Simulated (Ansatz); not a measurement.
**CH2FP (SMILES [H]/P=C/F): MP2/STO-3G**

Aim: the electronic atomisation energy of CH2FP at MP2/STO-3G, from 5 runs. 

The results are computed with Ansatz 0.2.0.

78 further runs of the same task are left out: 78 set aside as unsound or not needed.

## 1. The structure to begin with

CH2FP has 5 atoms, charge 0, and is taken as a singlet. As SMILES, `[H]/P=C/F`. Geometry: relaxed at GFN2-xTB.

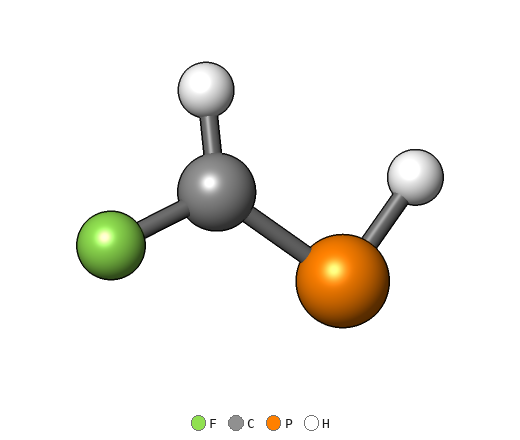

Viewed from a chosen angle; fluorine green, carbon grey, phosphorus orange, hydrogen white.

## 2. The energy at MP2/STO-3G

Input file in.yaml:

```yaml
basis:
  gaussian: {orbitals: STO-3G}
crystal:
  periodic: [false, false, false]
  atoms:
    - {symbol: F, position_ang: [-0.458240, -1.544070, 0.705910]}
    - {symbol: C, position_ang: [-0.281020, -0.366920, 0.090480]}
    - {symbol: P, position_ang: [1.158080, 0.468900, 0.245900]}
    - {symbol: H, position_ang: [-1.159490, -0.086220, -0.475960]}
    - {symbol: H, position_ang: [0.740670, 1.528300, -0.566320]}
correlation: {method: mp2, frozen_orbitals: {C: 1, F: 1, H: 0, P: 5}}
accuracy: high
```

Started as:

```
$ ansatz run in.yaml --threads 1 --pin off --max-ram 2610MiB --events-out events.jsonl --progress --plain --runs-dir runs
```

Standard output:

```text
Warning: RAYON_NUM_THREADS=1 ignored (pool sized by the plan → 1); use --threads N
Functional definition: HF
  name "HF"
  exchange = exact_x
  correlation = 0
373 factors; integrals over basis functions are off by at most 2.4e-8 eV
mean field evaluation 1: about -12881.0953 eV, gradient 2.3e1 eV
mean field evaluation 2: about -12881.1848 eV, gradient 2.3e1 eV
mean field evaluation 4: about -12883.1071 eV, gradient 1.7e0 eV
mean field evaluation 8: about -12883.1254 eV, gradient 5.6e-2 eV
mean field -12883.12541966 eV, -473.4461266765 hartree, gradient 7.4e-9 eV, S^2 0.000000; 0 other end points of the search recorded, 0 dependent functions left out; unrestricted orbitals would lower it
mean field evaluation 16: about -12883.4275 eV, gradient 6.2e0 eV
7 core orbitals not correlated: weight in the atoms' cores, before any rotation towards them, 1.000 or more for the frozen orbitals, at most 0.000 for the correlated occupied ones
reference -12883.12541966 eV, -473.4461266765 hartree; 9, 9 occupied and 5, 5 virtual orbitals, 373 factors
second order -3.59460595 eV of doubles, -0.00000000 eV of singles
Total energy: -12886.72002561 eV, -473.5782260087 hartree
```

Run time: 0.14 s. Hardware: 1 thread of Arm Neoverse V1, shared host.

## 3. The C atom

Input file input.yaml:

```yaml
crystal:
  periodic: [false, false, false]
  atoms:
    - {symbol: C, position_ang: [0.000000, 0.000000, 0.000000]}
basis:
  gaussian:
    orbitals: STO-3G
correlation:
  method: mp2
  frozen_orbitals: {C: 1}
magnetization:
  spin_polarized: true
  initial_magnetization: 2
accuracy: high
```

Run the same way, it converges to -37.20823 Eh (log not shown).

## 4. The F atom at the same level

Input file job.yaml:

```yaml
crystal:
  periodic: [false, false, false]
  atoms:
    - symbol: F
      position_ang: [0.000000, 0.000000, 0.000000]
basis:
  gaussian:
    orbitals: STO-3G
magnetization:
  spin_polarized: true
  initial_magnetization: 1
correlation:
  method: mp2
  frozen_orbitals: {F: 1}
accuracy: high
```

Run the same way, it converges to -97.98651 Eh (log not shown).

## 5. The H atom: a single-point energy at UHF/STO-3G

Input file in.yaml:

```yaml
crystal:
  periodic: [false, false, false]
  atoms:
    - {symbol: H, position_ang: [0.000000, 0.000000, 0.000000]}
basis:
  gaussian:
    orbitals: STO-3G
magnetization:
  spin_polarized: true
  initial_magnetization: 1
hamiltonian:
  xc: hf
accuracy: high
```

Run the same way, it converges to -0.46658 Eh (log not shown).

## 6. The P atom at the same level

Input file run.yaml:

```yaml
crystal:
  periodic: [false, false, false]
  atoms:
    - {symbol: P, position_ang: [0.000000, 0.000000, 0.000000]}
basis:
  gaussian: {orbitals: STO-3G}
accuracy: high
magnetization: {spin_polarized: true, initial_magnetization: 3}
correlation: {method: mp2, frozen_orbitals: {P: 5}}
```

Run the same way, it converges to -336.86877 Eh (log not shown).

## 7. What came out

Level: MP2/STO-3G, 7 core orbitals frozen.

```
                                             quantity          value
                               molecule: total energy  -473.57823 Eh
molecule: correlation energy (7 core orbitals frozen)     -132.1 mEh
                                 C atom: total energy   -37.20823 Eh
   C atom: correlation energy (1 core orbital frozen)       -9.8 mEh
            C atom: ⟨S²⟩ of the reference determinant          2.000
                                 F atom: total energy   -97.98651 Eh
   F atom: correlation energy (1 core orbital frozen)        0.0 mEh
            F atom: ⟨S²⟩ of the reference determinant          0.750
                                 H atom: total energy    -0.46658 Eh
                                         H atom: ⟨S²⟩          0.750
                                 P atom: total energy  -336.86877 Eh
  P atom: correlation energy (5 core orbitals frozen)        0.0 mEh
            P atom: ⟨S²⟩ of the reference determinant          3.750
                        electronic atomisation energy      15.825 eV
```

**Reading.** Taking the molecule apart into free atoms costs 15.82 eV (365 kcal/mol), before zero-point energy and without spin-orbit coupling. In a minimal basis such a difference can be off by several eV, whatever the method. The restricted solution (molecule) is unstable to spin breaking: an unrestricted one lies lower.
